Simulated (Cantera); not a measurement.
Feed: 1 mol HBr, a varied amount of O2, 0.6 mol H2, equilibrated at 3023.15 K and 0.0133 bar.

Equilibrium computed with Cantera from the NASA thermochemical tables; the gas is ideal and each condensed phase is pure. Candidate condensed phases: Br2, H2O; 12 gas species. Rates play no part.

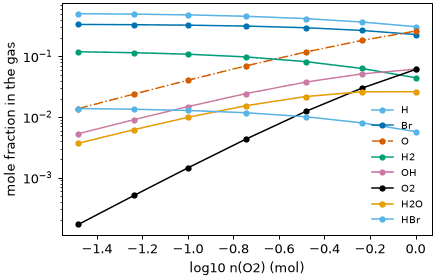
Figure: Equilibrium gas composition (values under 1e-9 drawn at 1e-9)

### Question
Read off the mole fractions at 1 mol O2.

### Answer
H about 0.31, O about 0.26, Br about 0.23, OH about 0.062, O2 about 0.061, H2 about 0.045, H2O about 0.026, HBr about 0.0058.
